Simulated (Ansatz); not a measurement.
**Run report: Si2H3ClOF2, geometry relaxation (part 2 of 2)**

The same run, continued: Si2H3ClOF2; RKS PBE0-D4/def2-TZVP (Ansatz 0.2.0). 

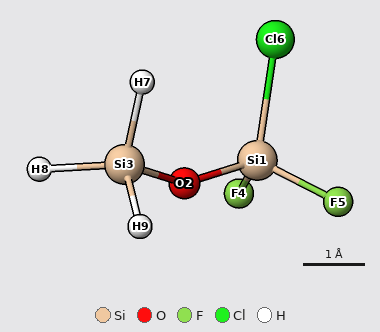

Fig. 1: The geometry at step 26 of the log (ball-and-stick view, seen at a tilt; atoms are numbered from 1 in the order of the input).

### Trajectory as extended XYZ, continued
```
9
Properties=species:S:1:pos:R:3:forces:R:3 step=8 energy=-35801.63950
Si   -1.5916    0.3606    0.1481   -0.0165   0.0049  -0.0043
O    -0.2819    0.3366   -0.7536   -0.0167  -0.0168  -0.0243
Si    0.5888    0.8087   -2.0709    0.0226   0.0102   0.0086
F    -1.6997   -0.9873    0.9493    0.0055   0.0184  -0.0103
F    -2.8828    0.4804   -0.7477    0.0325  -0.0052   0.0222
Cl   -1.5710    1.8945    1.4537   -0.0030  -0.0077  -0.0091
H     0.5013    2.2822   -2.2144   -0.0034  -0.0055   0.0025
H     1.9935    0.3962   -1.8484   -0.0150   0.0002   0.0033
H     0.0421    0.1462   -3.2790   -0.0060   0.0014   0.0112
9
Properties=species:S:1:pos:R:3:forces:R:3 step=10 energy=-35801.64095
Si   -1.6092    0.3489    0.1450   -0.0120  -0.0442  -0.0482
O    -0.3473    0.3048   -0.8222   -0.0249   0.0082  -0.0363
Si    0.5912    0.8158   -2.0780    0.0039  -0.0214   0.0413
F    -1.6536   -0.9693    1.0032    0.0050   0.0895  -0.0430
F    -2.9471    0.4097   -0.6881    0.0891   0.0032   0.0631
Cl   -1.5461    1.9386    1.3832   -0.0129  -0.0328  -0.0217
H     0.5542    2.2987   -2.1527   -0.0283  -0.0498  -0.0083
H     1.9756    0.3568   -1.8171   -0.0227   0.0002  -0.0021
H     0.0810    0.2140   -3.3362    0.0029   0.0471   0.0553
9
Properties=species:S:1:pos:R:3:forces:R:3 step=12 energy=-35801.64341
Si   -1.6101    0.3432    0.1376    0.0063  -0.0144  -0.0040
O    -0.3681    0.2705   -0.8508    0.0012   0.0084  -0.0084
Si    0.5922    0.8143   -2.0732    0.0005  -0.0027   0.0096
F    -1.6361   -0.9504    1.0290   -0.0043   0.0014   0.0035
F    -2.9605    0.3848   -0.6704   -0.0011  -0.0020  -0.0004
Cl   -1.5336    1.9600    1.3371    0.0075   0.0101  -0.0047
H     0.5554    2.2963   -2.1115   -0.0050  -0.0024   0.0109
H     1.9698    0.3402   -1.8094   -0.0062   0.0013  -0.0003
H     0.0897    0.2592   -3.3513    0.0012   0.0002  -0.0060
9
Properties=species:S:1:pos:R:3:forces:R:3 step=13 energy=-35801.64364
Si   -1.6103    0.3421    0.1368    0.0073  -0.0099  -0.0079
O    -0.3708    0.2654   -0.8547   -0.0029   0.0055  -0.0024
Si    0.5918    0.8143   -2.0728    0.0022  -0.0017   0.0075
F    -1.6343   -0.9478    1.0335   -0.0036  -0.0016   0.0048
F    -2.9625    0.3805   -0.6682   -0.0021  -0.0025  -0.0001
Cl   -1.5308    1.9639    1.3293    0.0075   0.0099  -0.0044
H     0.5558    2.2964   -2.1038   -0.0045  -0.0015   0.0097
H     1.9688    0.3381   -1.8091   -0.0053   0.0011  -0.0003
H     0.0909    0.2652   -3.3541    0.0012   0.0006  -0.0068
9
Properties=species:S:1:pos:R:3:forces:R:3 step=15 energy=-35801.64380
Si   -1.6097    0.3416    0.1365    0.0056  -0.0069  -0.0094
O    -0.3716    0.2607   -0.8564   -0.0028   0.0023  -0.0017
Si    0.5910    0.8137   -2.0726    0.0034  -0.0008   0.0070
F    -1.6343   -0.9457    1.0367   -0.0035  -0.0051   0.0067
F    -2.9629    0.3797   -0.6669   -0.0031  -0.0030   0.0000
Cl   -1.5264    1.9667    1.3242    0.0071   0.0119  -0.0024
H     0.5528    2.2958   -2.0995   -0.0034   0.0004   0.0084
H     1.9683    0.3385   -1.8095   -0.0043   0.0010  -0.0004
H     0.0913    0.2672   -3.3554    0.0010   0.0002  -0.0082
9
Properties=species:S:1:pos:R:3:forces:R:3 step=17 energy=-35801.63406 accepted=F
Si   -1.6384    0.3159    0.1137    0.0577  -0.1734  -0.0895
O    -0.4795    0.1943   -0.9797   -0.0260   0.2181   0.0018
Si    0.6025    0.8283   -2.0693   -0.2192  -0.0945   0.1661
F    -1.5401   -0.9034    1.1153   -0.0397   0.2958  -0.2365
F    -3.0576    0.2407   -0.5804    0.2943   0.0261   0.1688
Cl   -1.5145    2.0405    1.1667   -0.0271  -0.1668  -0.1111
H     0.6499    2.3168   -1.9463   -0.0424  -0.2115   0.0083
H     1.9344    0.2474   -1.7488   -0.1170   0.0505  -0.0918
H     0.1419    0.4376   -3.4343    0.1194   0.0557   0.1839
9
Properties=species:S:1:pos:R:3:forces:R:3 step=19 energy=-35801.64629
Si   -1.6107    0.3244    0.1223    0.0234  -0.0476  -0.0245
O    -0.4222    0.1585   -0.9255   -0.0267   0.0557  -0.0016
Si    0.5811    0.8097   -2.0647   -0.0595  -0.0202   0.0307
F    -1.5961   -0.8927    1.1191   -0.0027   0.0755  -0.0559
F    -3.0023    0.3099   -0.6159    0.0581   0.0007   0.0430
Cl   -1.4591    2.0400    1.1739   -0.0071  -0.0422  -0.0266
H     0.5456    2.2914   -1.9649    0.0033  -0.0482  -0.0006
H     1.9479    0.3037   -1.8035   -0.0035   0.0086  -0.0041
H     0.1145    0.3732   -3.4038    0.0147   0.0177   0.0396
9
Properties=species:S:1:pos:R:3:forces:R:3 step=21 energy=-35801.64756
Si   -1.6145    0.3225    0.1182   -0.0116   0.0174  -0.0003
O    -0.4450    0.1654   -0.9476   -0.0057  -0.0085   0.0083
Si    0.5816    0.8104   -2.0632    0.0139   0.0083  -0.0161
F    -1.5684   -0.8831    1.1241    0.0002  -0.0049   0.0035
F    -3.0163    0.2849   -0.5955   -0.0041  -0.0083   0.0069
Cl   -1.4696    2.0478    1.1516    0.0017  -0.0036  -0.0011
H     0.5699    2.2887   -1.9449    0.0037  -0.0033   0.0009
H     1.9384    0.2812   -1.7954   -0.0039   0.0009  -0.0017
H     0.1225    0.4001   -3.4104    0.0058   0.0020  -0.0006
9
Properties=species:S:1:pos:R:3:forces:R:3 step=22 energy=-35801.64826
Si   -1.6246    0.3202    0.1140   -0.0306   0.0167   0.0012
O    -0.4815    0.1768   -0.9814   -0.0027  -0.0037  -0.0002
Si    0.5839    0.8150   -2.0637    0.0467  -0.0070  -0.0163
F    -1.5309   -0.8746    1.1304   -0.0007   0.0047  -0.0120
F    -3.0432    0.2481   -0.5642    0.0266  -0.0042   0.0222
Cl   -1.4852    2.0567    1.1305   -0.0017  -0.0121  -0.0107
H     0.6088    2.2913   -1.9217   -0.0094  -0.0098   0.0018
H     1.9238    0.2496   -1.7792   -0.0220   0.0064   0.0027
H     0.1475    0.4349   -3.4276   -0.0061   0.0089   0.0113
9
Properties=species:S:1:pos:R:3:forces:R:3 step=24 energy=-35801.64825 accepted=F
Si   -1.6265    0.3205    0.1128   -0.0194  -0.0620  -0.0501
O    -0.4834    0.1778   -0.9838   -0.0086   0.0090   0.0107
Si    0.5857    0.8169   -2.0619    0.0336  -0.0090  -0.0094
F    -1.5313   -0.8781    1.1251   -0.0031   0.0174  -0.0089
F    -3.0444    0.2460   -0.5670    0.0259   0.0041   0.0277
Cl   -1.4888    2.0525    1.1311    0.0012   0.0344   0.0170
H     0.6115    2.2928   -1.9166   -0.0074  -0.0077   0.0013
H     1.9241    0.2493   -1.7752   -0.0176   0.0054   0.0024
H     0.1518    0.4403   -3.4275   -0.0046   0.0084   0.0091
9
Properties=species:S:1:pos:R:3:forces:R:3 step=26 energy=-35801.64869
Si   -1.6298    0.3177    0.1071   -0.0001  -0.0080  -0.0008
O    -0.4987    0.1767   -1.0012    0.0009   0.0056  -0.0025
Si    0.5884    0.8181   -2.0605   -0.0032   0.0018   0.0020
F    -1.5167   -0.8740    1.1251    0.0010   0.0020   0.0026
F    -3.0550    0.2321   -0.5532   -0.0036   0.0002   0.0012
Cl   -1.4916    2.0577    1.1163    0.0026  -0.0004  -0.0046
H     0.6205    2.2918   -1.8987    0.0018  -0.0023   0.0002
H     1.9181    0.2378   -1.7645   -0.0008  -0.0008   0.0008
H     0.1633    0.4603   -3.4334    0.0015   0.0020   0.0009
9
Properties=species:S:1:pos:R:3:forces:R:3 step=28 energy=-35801.64870
Si   -1.6352    0.3103    0.0995    0.0066   0.0179   0.0053
O    -0.4995    0.1763   -1.0046    0.0025  -0.0128  -0.0147
Si    0.5933    0.8246   -2.0539   -0.0068  -0.0020   0.0092
F    -1.5259   -0.8846    1.1140   -0.0007  -0.0026  -0.0005
F    -3.0583    0.2292   -0.5654   -0.0025  -0.0059   0.0008
Cl   -1.4963    2.0475    1.1136   -0.0050   0.0015   0.0042
H     0.6250    2.2966   -1.8797    0.0035   0.0025  -0.0025
H     1.9209    0.2410   -1.7553    0.0010  -0.0012   0.0001
H     0.1747    0.4771   -3.4313    0.0013   0.0026  -0.0020
9
Properties=species:S:1:pos:R:3:forces:R:3 step=30 energy=-35801.64929
Si   -1.6465    0.3059    0.0865   -0.0062  -0.0314  -0.0002
O    -0.5490    0.1790   -1.0575    0.0165   0.0283  -0.0244
Si    0.5972    0.8304   -2.0493   -0.0330  -0.0175   0.0277
F    -1.4785   -0.8737    1.1126   -0.0014   0.0225  -0.0161
F    -3.0903    0.1838   -0.5268    0.0286   0.0030   0.0053
Cl   -1.5105    2.0580    1.0751   -0.0001   0.0019  -0.0006
H     0.6622    2.2959   -1.8292   -0.0034  -0.0109  -0.0024
H     1.9000    0.2045   -1.7248   -0.0079   0.0001  -0.0063
H     0.2140    0.5344   -3.4496    0.0070   0.0041   0.0170
9
Properties=species:S:1:pos:R:3:forces:R:3 step=31 energy=-35801.64951
Si   -1.6486    0.3054    0.0846   -0.0002   0.0017   0.0005
O    -0.5590    0.1866   -1.0670   -0.0012   0.0000  -0.0022
Si    0.5975    0.8314   -2.0478    0.0006  -0.0002  -0.0004
F    -1.4665   -0.8716    1.1101    0.0005  -0.0009   0.0008
F    -3.0938    0.1743   -0.5211    0.0005  -0.0020   0.0002
Cl   -1.5175    2.0588    1.0717   -0.0002   0.0010  -0.0002
H     0.6712    2.2950   -1.8226    0.0011   0.0005   0.0004
H     1.8938    0.1945   -1.7201   -0.0014  -0.0009   0.0002
H     0.2215    0.5436   -3.4508    0.0004   0.0008   0.0007
9
Properties=species:S:1:pos:R:3:forces:R:3 step=33 energy=-35801.64020 accepted=F
Si   -1.6846    0.2955    0.0483   -0.0277  -0.1970  -0.0815
O    -0.7068    0.2627   -1.2149    0.0230   0.0549   0.1179
Si    0.6091    0.8502   -2.0314   -0.0183  -0.0299   0.0553
F    -1.3000   -0.8390    1.0826   -0.1067   0.2677  -0.2834
F    -3.1661    0.0197   -0.4281    0.3409   0.0396   0.1293
Cl   -1.6141    2.0785    0.9915   -0.0233  -0.0574  -0.0061
H     0.8203    2.2859   -1.6856   -0.0538  -0.1589  -0.0154
H     1.8095    0.0549   -1.6386   -0.1682   0.0890  -0.0679
H     0.3315    0.7096   -3.4868    0.0339  -0.0080   0.1518
9
Properties=species:S:1:pos:R:3:forces:R:3 step=35 energy=-35801.64939 accepted=F
Si   -1.6723    0.2958    0.0590    0.0016  -0.0326  -0.0344
O    -0.6403    0.2303   -1.1510   -0.0043   0.0059   0.0346
Si    0.6086    0.8471   -2.0335    0.0111   0.0004   0.0070
F    -1.3823   -0.8637    1.0837   -0.0210   0.0590  -0.0655
F    -3.1355    0.0877   -0.4817    0.0680   0.0010   0.0407
Cl   -1.5786    2.0599    1.0321   -0.0077  -0.0127  -0.0005
H     0.7572    2.2941   -1.7352   -0.0102  -0.0395  -0.0005
H     1.8499    0.1198   -1.6687   -0.0461   0.0204  -0.0159
H     0.2920    0.6470   -3.4676    0.0086  -0.0019   0.0345
9
Properties=species:S:1:pos:R:3:forces:R:3 step=37 energy=-35801.64982
Si   -1.6599    0.3018    0.0715   -0.0058  -0.0123  -0.0053
O    -0.6045    0.2055   -1.1141   -0.0018   0.0060   0.0061
Si    0.6020    0.8380   -2.0416    0.0025  -0.0018   0.0052
F    -1.4156   -0.8605    1.1022   -0.0034   0.0145  -0.0156
F    -3.1172    0.1240   -0.4922    0.0187   0.0004   0.0100
Cl   -1.5484    2.0662    1.0417   -0.0013  -0.0022  -0.0017
H     0.7179    2.2920   -1.7722   -0.0025  -0.0093  -0.0016
H     1.8680    0.1499   -1.6962   -0.0086   0.0031  -0.0045
H     0.2562    0.6012   -3.4621    0.0021   0.0016   0.0073
9
Properties=species:S:1:pos:R:3:forces:R:3 step=38 energy=-35801.64987
Si   -1.6618    0.3007    0.0684   -0.0039  -0.0012  -0.0011
O    -0.6090    0.2082   -1.1194    0.0037   0.0027   0.0018
Si    0.6039    0.8398   -2.0387   -0.0021  -0.0031  -0.0065
F    -1.4102   -0.8595    1.0989    0.0005  -0.0002  -0.0001
F    -3.1189    0.1158   -0.4920   -0.0004  -0.0010   0.0015
Cl   -1.5565    2.0661    1.0371    0.0000   0.0011   0.0001
H     0.7250    2.2912   -1.7609    0.0029  -0.0013   0.0027
H     1.8648    0.1423   -1.6952   -0.0005   0.0026   0.0019
H     0.2614    0.6135   -3.4612   -0.0002   0.0004  -0.0004
9
Properties=species:S:1:pos:R:3:forces:R:3 step=40 energy=-35801.64994
Si   -1.6682    0.2989    0.0600   -0.0008   0.0016   0.0004
O    -0.6317    0.2208   -1.1432    0.0026   0.0019   0.0006
Si    0.6070    0.8432   -2.0341    0.0030   0.0015  -0.0007
F    -1.3800   -0.8496    1.0943    0.0004  -0.0004   0.0010
F    -3.1286    0.0818   -0.4791   -0.0011  -0.0003  -0.0003
Cl   -1.5830    2.0719    1.0170   -0.0011  -0.0017  -0.0001
H     0.7576    2.2853   -1.7240   -0.0014  -0.0013  -0.0011
H     1.8486    0.1127   -1.6888   -0.0020  -0.0017  -0.0016
H     0.2770    0.6531   -3.4649    0.0005   0.0003   0.0018
9
Properties=species:S:1:pos:R:3:forces:R:3 step=42 energy=-35801.64996
Si   -1.6703    0.2987    0.0571   -0.0021  -0.0032   0.0008
O    -0.6378    0.2255   -1.1499    0.0022   0.0043   0.0027
Si    0.6090    0.8443   -2.0319   -0.0027  -0.0010  -0.0033
F    -1.3685   -0.8435    1.0947    0.0002   0.0004   0.0000
F    -3.1306    0.0665   -0.4762    0.0009   0.0003  -0.0009
Cl   -1.5978    2.0753    1.0081    0.0000   0.0002  -0.0006
H     0.7723    2.2820   -1.7081    0.0013  -0.0005   0.0014
H     1.8424    0.0977   -1.6917   -0.0001   0.0005  -0.0001
H     0.2800    0.6716   -3.4650    0.0003  -0.0007   0.0000
```

The run was set up as follows.

### Input
```yaml
crystal:
  periodic: [false, false, false]
  atoms:
    - {symbol: Si, position_ang: [-1.322201, 0.313925, 0.327488]}
    - {symbol: O, position_ang: [0.127871, 0.228136, -0.458133]}
    - {symbol: Si, position_ang: [0.475580, 0.770181, -1.992027]}
    - {symbol: F, position_ang: [-2.031207, -1.080169, 0.611580]}
    - {symbol: F, position_ang: [-2.217636, 0.718332, -0.963361]}
    - {symbol: Cl, position_ang: [-1.791262, 2.024201, 1.395320]}
    - {symbol: H, position_ang: [0.163496, 2.211582, -2.122805]}
    - {symbol: H, position_ang: [1.937787, 0.554088, -2.145304]}
    - {symbol: H, position_ang: [-0.243781, -0.022232, -3.015745]}
basis:
  gaussian: {orbitals: def2-TZVP}
hamiltonian: {xc: pbe0, dispersion: d4}
relax: {f_tol: 0.005, max_steps: 200}
```

Launch command:
```bash
ansatz run in.yaml --threads 4 --pin off --events-out ev --progress --plain --max-ram 66560MiB --backend cuda --devices 0, --max-vram 37GiB
```

### Results in brief

```tsv
quantity	value
outcome	converged
total energy	−35801.6500 eV
mean-field energy	−35801.4298 eV
dispersion energy	−0.2202 eV
SCF solution under orbital rotations	stable
largest force (length of the vector) at the end	0.006 eV/Å
dipole moment	1.94 D
hardware	4 CPU threads, shared host
wall time	84 s (CPU time 2 min)
peak memory	0.92 GiB
```
